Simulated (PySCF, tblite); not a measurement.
# C6H9NOSi: geometry, infrared bands and NMR shifts

Aim: predict the infrared bands and NMR shifts of C6H9NOSi (`CC(=O)/C(=C\C#N)C[SiH3]`).

The runs use tblite 0.8.0 and PySCF 2.14.0, with density-fitted response routines of our own; the level of theory stands in each step. All values are computed, except where a source is named. Atoms count from 0, in the outputs and in this text.

## 1. Starting geometry

18 atoms, charge 0, multiplicity 1; geometry from: force field or distance geometry start.

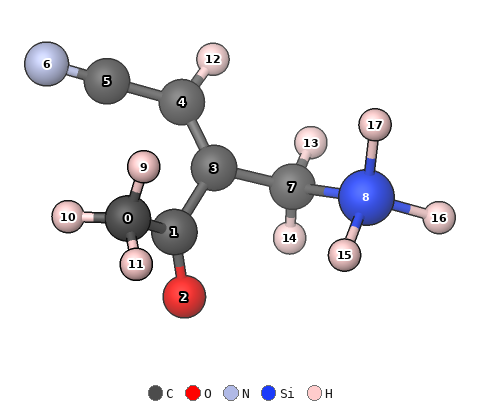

As it starts; carbon dark grey, oxygen red, nitrogen light blue, silicon blue, hydrogen pink, atoms numbered.

## 2. Geometry optimisation with GFN2-xTB

Job settings and geometry (Å):

```
{"job": {"kind": "relax", "xc": "GFN2-xTB", "basis": "xTB"}, "charge": 0, "multiplicity": 1}
C     -2.017400     0.483500     0.929200
C     -0.954500    -0.523100     0.630900
O     -0.791300    -1.519600     1.362000
C     -0.003100    -0.308700    -0.517700
C     -0.392600     0.104300    -1.719500
C     -1.727700     0.408000    -2.119700
N     -2.806100     0.670400    -2.438500
C      1.438800    -0.729500    -0.237000
Si     2.396000     0.386500     0.915200
H     -1.773800     1.464400     0.521900
H     -2.983700     0.138100     0.526700
H     -2.116500     0.603200     2.016200
H      0.339800     0.200000    -2.509700
H      1.994300    -0.790000    -1.187600
H      1.442100    -1.745500     0.163900
H      1.683700     0.553100     2.222300
H      3.759500    -0.140000     1.142100
H      2.503700     1.727000     0.287600
```

The run is started by

```console
> OMP_NUM_THREADS=1 python probes_run.py task.json out
```

One launch serves the whole session: the jobs run in the order shown.

The program printed:

```text
step      E/eV     max force
  0    -709.44526    2.630
  1    -709.51574    2.895
  2    -709.58195    1.382
  3    -709.57549    2.323
  4    -709.60419    0.323
  5    -709.61173    0.241
  6    -709.62433    0.400
  7    -709.62999    0.200
  8    -709.63304    0.151
  9    -709.63553    0.163
 10    -709.63845    0.162
 11    -709.64120    0.133
 12    -709.64355    0.153
 13    -709.64540    0.133
 14    -709.64705    0.108
 15    -709.64874    0.108
 16    -709.65057    0.118
 17    -709.65235    0.104
 18    -709.65384    0.099
 19    -709.65493    0.076
 20    -709.65579    0.067
 21    -709.65664    0.079
 22    -709.65764    0.093
 23    -709.65868    0.101
 24    -709.65958    0.072
 25    -709.66030    0.062
 26    -709.66095    0.065
 27    -709.66162    0.063
 28    -709.66222    0.064
 29    -709.66275    0.076
 30    -709.66332    0.073
 31    -709.66403    0.070
 32    -709.66479    0.070
 33    -709.66544    0.060
 34    -709.66596    0.054
 35    -709.66646    0.062
 36    -709.66705    0.065
 37    -709.66764    0.062
 38    -709.66812    0.051
 39    -709.66847    0.040
 40    -709.66876    0.040
 41    -709.66904    0.046
 42    -709.66931    0.053
 43    -709.66959    0.046
 44    -709.66990    0.044
 45    -709.67031    0.056
 46    -709.67082    0.069
 47    -709.67141    0.073
 48    -709.67200    0.053
 49    -709.67246    0.040
 50    -709.67273    0.030
 51    -709.67289    0.036
 52    -709.67302    0.032
 53    -709.67314    0.036
 54    -709.67328    0.029
 55    -709.67340    0.028
 56    -709.67350    0.025
 57    -709.67359    0.026
 58    -709.67369    0.025
 59    -709.67382    0.027
 60    -709.67396    0.034
 61    -709.67411    0.035
 62    -709.67429    0.037
 63    -709.67454    0.042
 64    -709.67483    0.047
 65    -709.67518    0.041
 66    -709.67554    0.036
 67    -709.67585    0.038
 68    -709.67608    0.035
 69    -709.67625    0.037
 70    -709.67639    0.036
 71    -709.67652    0.035
 72    -709.67667    0.029
 73    -709.67680    0.041
 74    -709.67692    0.022
 75    -709.67699    0.018
 76    -709.67705    0.021
 77    -709.67711    0.021
 78    -709.67716    0.017
 79    -709.67720    0.015
 80    -709.67725    0.019
 81    -709.67732    0.026
 82    -709.67740    0.026
 83    -709.67746    0.020
 84    -709.67750    0.017
 85    -709.67753    0.014
 86    -709.67755    0.013
 87    -709.67758    0.009
```

Run time: 1.1 s. Hardware: 1 thread of Arm Neoverse N1, shared host; peak memory 0.18 GiB.

Step by step: (not every step is listed) (the energy doesn't fall at every step)

```csv
step,energy from step 0 (eV),largest force (eV/Å)
0,0.0000,2.6295
1,-0.0705,2.8951
2,-0.1367,1.3816
3,-0.1302,2.3232
4,-0.1589,0.3234
5,-0.1665,0.2413
6,-0.1791,0.4000
7,-0.1847,0.2004
8,-0.1878,0.1507
15,-0.2035,0.1080
22,-0.2124,0.0931
29,-0.2175,0.0757
36,-0.2218,0.0653
43,-0.2243,0.0457
50,-0.2275,0.0303
57,-0.2283,0.0261
64,-0.2296,0.0470
71,-0.2313,0.0350
78,-0.2319,0.0170
82,-0.2321,0.0257
83,-0.2322,0.0203
84,-0.2322,0.0168
85,-0.2323,0.0136
86,-0.2323,0.0128
87,-0.2323,0.0093
```

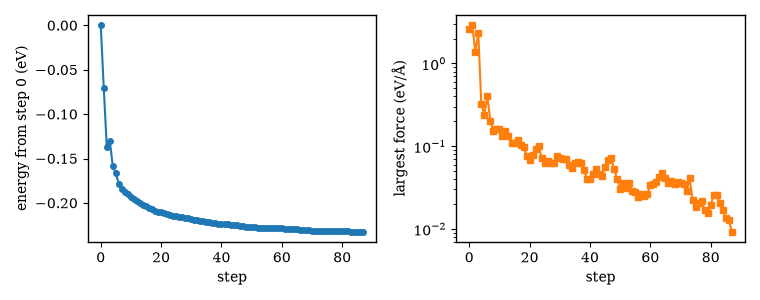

Energy and largest force along the relaxation.

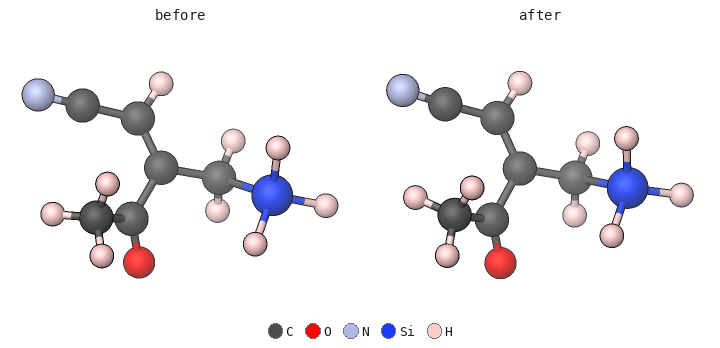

The geometry before (left) and after (right).

Close pairs (by a distance rule), those that changed most:

```csv
bond,before (Å),after (Å),change (Å)
C7–Si8,1.868,1.921,+0.053
C3–C7,1.528,1.478,-0.050
Si8–H15,1.498,1.460,-0.038
C1–O2,1.247,1.210,-0.037
C4–C5,1.426,1.401,-0.026
Si8–H17,1.484,1.466,-0.018
Si8–H16,1.479,1.461,-0.018
C3–C4,1.329,1.346,+0.017
```

The next job starts from the end point, and lists it.

## 3. Harmonic vibrations with GFN2-xTB

Job settings and geometry (Å):

```
{"job": {"kind": "ir", "xc": "GFN2-xTB", "basis": "xTB"}, "charge": 0, "multiplicity": 1}
C     -1.993235     0.422855     0.902932
C     -0.897445    -0.585982     0.707479
O     -0.724501    -1.509899     1.468877
C      0.016640    -0.393837    -0.461539
C     -0.367814     0.127969    -1.641492
C     -1.652972     0.558177    -1.995276
N     -2.685220     0.918455    -2.348962
C      1.406728    -0.834242    -0.221376
Si     2.343173     0.477089     0.824639
H     -1.638322     1.431482     0.706465
H     -2.805852     0.210173     0.210013
H     -2.376191     0.345791     1.917703
H      0.351927     0.204711    -2.449620
H      1.934561    -1.007496    -1.158185
H      1.387593    -1.762101     0.350291
H      1.666862     0.640873     2.108278
H      3.713737    -0.002030     0.986539
H      2.311572     1.740014     0.081576
```

The program printed:

```text
mode    cm-1     km/mol
  1      17.0      8.62
  2      45.5      0.51
  3      87.9      3.59
  4     107.8      0.91
  5     117.9      1.44
  6     167.7      2.64
  7     191.2      6.16
  8     254.0      4.61
  9     316.4      0.73
 10     340.9      6.00
 11     436.6      3.24
 12     478.4     15.07
 13     490.5     30.33
 14     510.6     23.66
 15     539.2      6.57
 16     618.6     11.50
 17     643.2     18.42
 18     720.0      9.83
 19     746.4     43.31
 20     758.2    109.27
 21     781.8    439.38
 22     784.6    146.41
 23     801.6    102.34
 24     814.2     56.33
 25     974.9     34.86
 26     998.9     15.45
 27    1026.5     12.01
 28    1114.9      6.44
 29    1130.5    119.97
 30    1178.6     95.64
 31    1201.8     74.98
 32    1309.5     44.81
 33    1366.6     35.21
 34    1440.7      7.91
 35    1445.7     15.59
 36    1452.5      9.72
 37    1626.7    107.01
 38    1730.4    284.74
 39    2257.6    252.47
 40    2295.4    258.97
 41    2306.1    289.68
 42    2351.0    264.33
 43    2992.2      9.08
 44    2997.5     27.74
 45    3022.7      1.32
 46    3027.4     16.54
 47    3039.3      5.58
 48    3050.6     11.73
```

Wall time 1.2 s (1 thread of Arm Neoverse N1, shared host); peak memory 0.18 GiB.

Which atoms move in the most intense modes:

```
cm⁻¹  km/mol                                 atoms
 782   439.4          H17 33 %, H16 32 %, H15 23 %
 785   146.4                    H15 49 %, H17 40 %
1130   120.0  C1 28 %, H11 13 %, C7 13 %, H13 12 %
1730   284.7                      C1 60 %, O2 38 %
2258   252.5                              H17 97 %
2295   259.0                              H16 92 %
2306   289.7                              H15 91 %
2351   264.3                      C5 60 %, N6 39 %
```

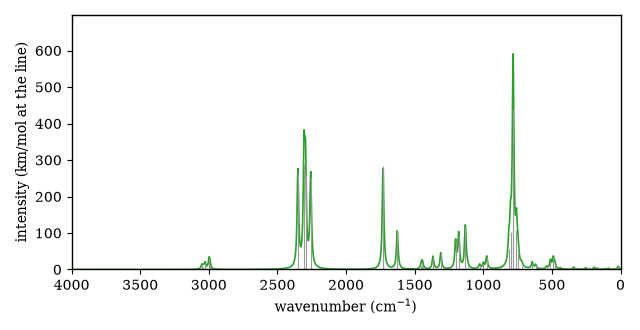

The infrared spectrum from these modes, unscaled. Lines are broadened to a width of 14 cm⁻¹ (Lorentzian).

## 4. NMR shieldings: PBE0/pcSseg-1

The job, as its differences from that of step 3:

```diff
@@ -1,2 +1,2 @@
-{"job": {"kind": "ir", "xc": "GFN2-xTB", "basis": "xTB"}, "charge": 0, "multiplicity": 1}
+{"job": {"kind": "nmr", "xc": "PBE0", "basis": "pcSseg-1"}, "charge": 0, "multiplicity": 1}
 C     -1.993235     0.422855     0.902932
```

Level: GIAO PBE0/pcSseg-1 NMR shielding, non-relativistic, gas phase.

The program printed:

```text
coarse grid: 15872 points
cycle   1  E = -652.6562509262  dE =  1.239e+00  |g| = 8.722e-01  |ddm| = 3.994e+00
cycle   2  E = -652.0473826117  dE =  6.089e-01  |g| = 1.941e+00  |ddm| = 3.034e+00
cycle   3  E = -652.8082593257  dE = -7.609e-01  |g| = 1.846e-01  |ddm| = 2.398e+00
cycle   4  E = -652.8153796283  dE = -7.120e-03  |g| = 8.101e-02  |ddm| = 2.240e-01
cycle   5  E = -652.8165290979  dE = -1.149e-03  |g| = 4.588e-02  |ddm| = 8.954e-02
cycle   6  E = -652.8169603485  dE = -4.313e-04  |g| = 7.213e-03  |ddm| = 3.785e-02
cycle   7  E = -652.8169705753  dE = -1.023e-05  |g| = 2.551e-03  |ddm| = 7.334e-03
cycle   8  E = -652.8169719827  dE = -1.407e-06  |g| = 5.473e-04  |ddm| = 3.589e-03
final grid: 149728 points
cycle   9  E = -652.8795172859  dE = -3.151e-05  |g| = 1.199e-02  |ddm| = 4.055e-02
cycle  10  E = -652.8794417952  dE =  7.549e-05  |g| = 2.326e-02  |ddm| = 2.957e-02
cycle  11  E = -652.8795454116  dE = -1.036e-04  |g| = 2.405e-03  |ddm| = 2.149e-02
cycle  12  E = -652.8795465607  dE = -1.149e-06  |g| = 4.896e-04  |ddm| = 2.235e-03
cycle  13  E = -652.8795465906  dE = -2.990e-08  |g| = 3.197e-04  |ddm| = 5.509e-04
cycle  14  E = -652.8795466127  dE = -2.205e-08  |g| = 6.193e-05  |ddm| = 2.781e-04
cycle  15  E = -652.8795466135  dE = -8.527e-10  |g| = 1.314e-05  |ddm| = 6.959e-05
converged SCF energy = -652.8795466135

GIAO shielding tensors (ppm)
atom      isotropic    diamagn.    paramagn.     s11        s22        s33       span
  0 C      152.113     255.244    -103.131    132.916    139.779    183.644     50.728
  1 C      -19.048     247.839    -266.887   -114.373    -42.922    100.151    214.524
  2 O     -365.089     401.505    -766.594  -1007.834   -427.064    339.630   1347.464
  3 C       14.154     265.659    -251.505    -99.649      1.522    140.588    240.237
  4 C       83.866     253.306    -169.440    -10.922    107.249    155.271    166.194
  5 C       63.616     261.284    -197.668    -54.273    -47.184    292.306    346.580
  6 N      -68.936     340.471    -409.407   -215.677   -189.662    198.531    414.208
  7 C      164.974     251.565     -86.592    149.001    158.989    186.931     37.930
  8 Si     413.149     879.694    -466.544    373.029    407.569    458.850     85.821
  9 H       29.179      32.956      -3.777     26.699     29.614     31.224      4.525
 10 H       27.997      31.512      -3.515     23.385     28.908     31.698      8.313
 11 H       29.248      29.864      -0.616     25.959     27.534     34.251      8.292
 12 H       25.926      30.697      -4.772     21.963     25.810     30.003      8.040
 13 H       29.990      31.339      -1.349     25.874     29.048     35.048      9.174
 14 H       28.742      31.252      -2.510     24.282     27.089     34.856     10.573
 15 H       27.972      29.531      -1.559     24.495     27.486     31.934      7.439
 16 H       27.679      28.434      -0.756     24.446     25.069     33.522      9.076
 17 H       28.046      29.424      -1.379     24.837     26.834     32.466      7.630
```

Run time: 88 s. Hardware: 1 thread of Arm Neoverse N1, shared host; peak memory 0.93 GiB.

The references, computed at this level on geometries of the same kind, shield at (ppm): 1H TMS 31.72, 13C TMS 186.9, 29Si TMS 349.2, 15N NH3 267.7, 17O H2O 336.1. Their shielding less the atom's gives the shift. The references are single molecules in the gas phase, so shifts against H2O, NH3, PH3, H3PO4 or CFCl3 are not on the usual liquid scales and can be off by tens of ppm. Atoms listed in one row are averaged.

| atoms | environment | σ (ppm) | δ (ppm) | δ scaled to CDCl3 |
| --- | --- | --- | --- | --- |
| C1 | ketone carbonyl carbon | -19.0 | 206.0 | 199.1 |
| C3 | α carbon of a C=C–C=O unit | 14.2 | 172.8 | 166.7 |
| C5 | nitrile carbon | 63.6 | 123.3 | 118.4 |
| C4 | β carbon of a C=C–C=O unit | 83.9 | 103.1 | 98.7 |
| C0 | methyl carbon α to a carbonyl | 152.1 | 34.8 | 32.1 |
| C7 | allylic sp3 CH2 bonded to Si | 165.0 | 22.0 | 19.5 |
| H12 | hydrogen on a β carbon of a C=C–C=O unit | 25.93 | 5.79 | 5.57 |
| H15, H16, H17 | hydrogen on a silicon bonded to C | 27.90 | 3.82 | – |
| H9, H10, H11 | hydrogen on a methyl carbon α to a carbonyl | 28.81 | 2.91 | 2.85 |
| H13, H14 | hydrogen on an allylic sp3 CH2 bonded to Si | 29.37 | 2.35 | 2.32 |
| O2 | ketone oxygen | -365.1 | 701.2 | – |
| N6 | nitrile nitrogen | -68.9 | 336.7 | – |
| Si8 | silicon bonded to C, 3 H | 413.1 | -64.0 | – |

The scaled column applies a straight-line fit of computed shieldings to shifts measured in CDCl3 (root-mean-square error 0.16 ppm for H, 1.9 ppm for C).

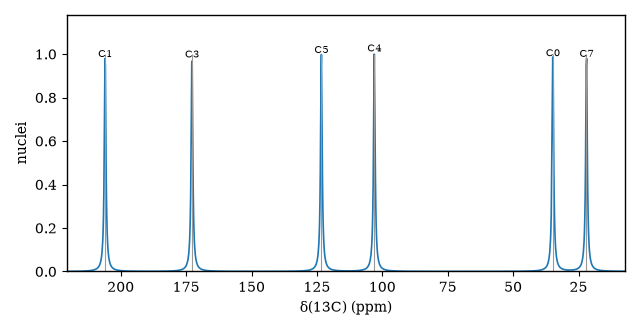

13C lines at the computed shifts, without couplings. Lines are broadened to a width of 0.74 ppm (Lorentzian).

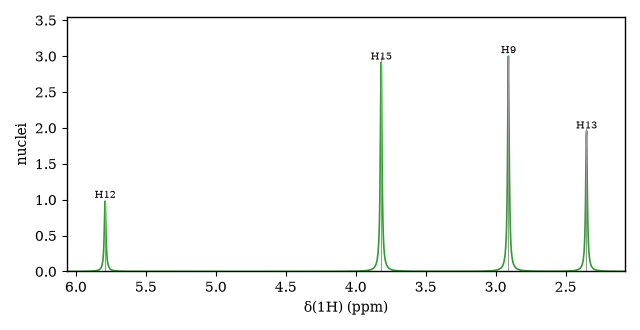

1H lines at the computed shifts, without couplings. Lines are broadened to a width of 0.01 ppm (Lorentzian).

The run also stored atomic charges by several schemes (e):

| atoms | Mulliken | IAO | Hirshfeld | ESP fit |
| --- | --- | --- | --- | --- |
| C0 | -0.26 | -0.48 | -0.13 | -0.65 |
| C1 | 0.24 | 0.38 | 0.17 | 0.68 |
| O2 | -0.34 | -0.40 | -0.21 | -0.47 |
| C3 | -0.32 | 0.02 | 0.03 | -0.04 |
| C4 | -0.01 | -0.22 | -0.03 | -0.41 |
| C5 | 0.08 | 0.13 | 0.08 | 0.46 |
| N6 | -0.24 | -0.24 | -0.21 | -0.48 |
| C7 | -0.39 | -0.53 | -0.15 | -0.32 |
| Si8 | 0.51 | 0.62 | 0.33 | 0.41 |

Hirshfeld charges:

C0 -0.13; C1 0.17; O2 -0.21; C3 0.03; C4 -0.03; C5 0.08; N6 -0.21; C7 -0.15; Si8 0.33; H9 0.05; H10 0.06; H11 0.06; H12 0.07; H13 0.05; H14 0.05; H15 -0.07; H16 -0.07; H17 -0.08

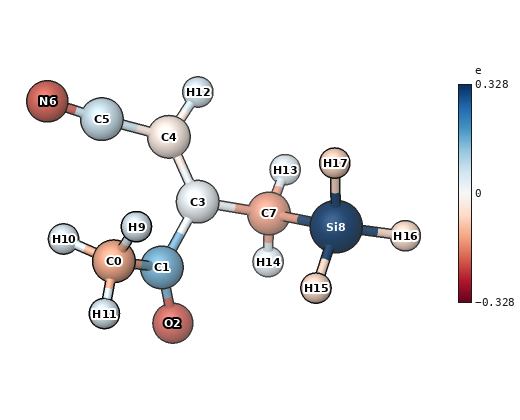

Hirshfeld charges, as colours on the atoms.

Mayer bond orders: C0–C1 1.03, C1–O2 1.99, C1–C3 0.92, C3–C4 1.74, C4–C5 1.08, C5–N6 2.96, C3–C7 1.08, C7–Si8 0.86.

The fields below are evaluated on a grid from the run's orbitals.

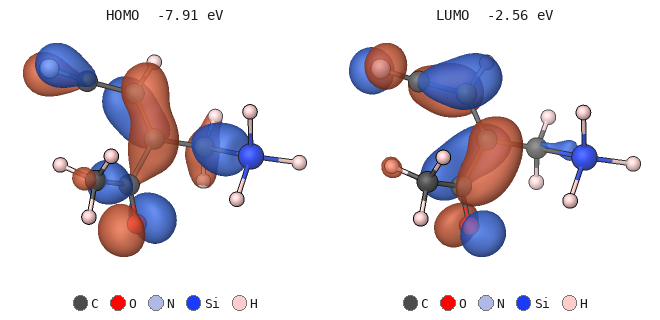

Frontier orbitals at PBE0/pcSseg-1; each surface holds 70 % of the orbital's density, blue and red mark the sign.

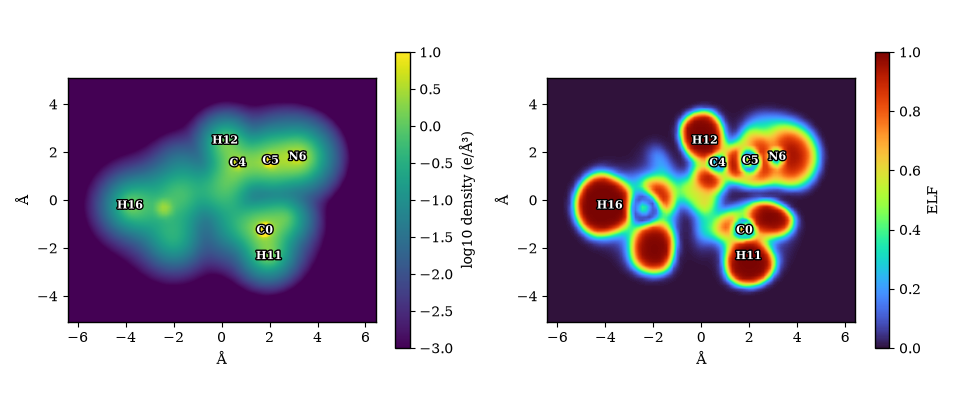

Density (left) and ELF (right) in a plane through or near 7 of the atoms.

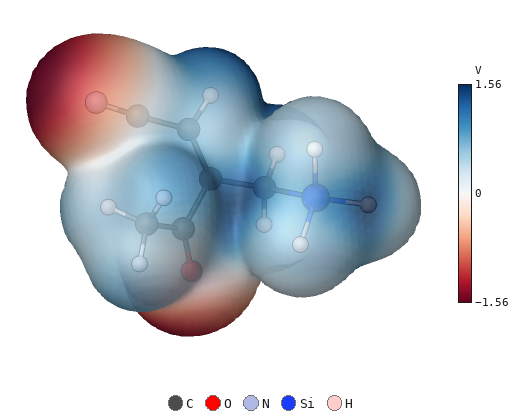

The potential that a unit positive charge feels on the 0.002 e/bohr³ surface, from -1.56 V near N6 to 1.52 V near H12.

## 5. Summary of results

```
                                                              quantity                                       value
                             strongest single infrared mode (GFN2-xTB)                        782 cm⁻¹, 439 km/mol
                                          zero-point energy (GFN2-xTB)                               80.2 kcal/mol
                                13C shifts against TMS (PBE0/pcSseg-1)  206.0, 172.8, 123.3, 103.1, 34.8, 22.0 ppm
1H shifts against TMS (PBE0/pcSseg-1, means over atoms taken as alike)                  5.79, 3.82, 2.91, 2.35 ppm
                                17O shifts against H2O (PBE0/pcSseg-1)                                   701.2 ppm
                                15N shifts against NH3 (PBE0/pcSseg-1)                                   336.7 ppm
                               29Si shifts against TMS (PBE0/pcSseg-1)                                   -64.0 ppm
                                 surface potential, least and greatest                          -1.56 V and 1.52 V
```

**Reading.** The optimisation took 87 steps and gained 0.232 eV; among the close pairs (by a distance rule), C7–Si8 changed most, from 1.868 to 1.921 Å. No mode is imaginary among the 48: a minimum at this level. Unscaled tight-binding wavenumbers are off by several per cent, some by more. Its intensities can rank the bands wrongly. The most deshielded carbon is C1 (ketone carbonyl carbon), at 206.0 ppm: the double bond to the heteroatom, with no lone-pair donor beside it, deshields it most. The most deshielded hydrogen is H12 (hydrogen on a β carbon of a C=C–C=O unit), at 5.79 ppm: a vinylic proton, deshielded by the sp2 carbon and the C=C anisotropy. At PBE0/pcSseg-1: The widest tensor belongs to O2: span 1347 ppm, with a paramagnetic part of -767 ppm. By nearest atom (PBE0/pcSseg-1), the HOMO sits on O2 26 %; C3, C4 about 15 % each and the LUMO on C3, C4 about 19 % each; C1 16 %.
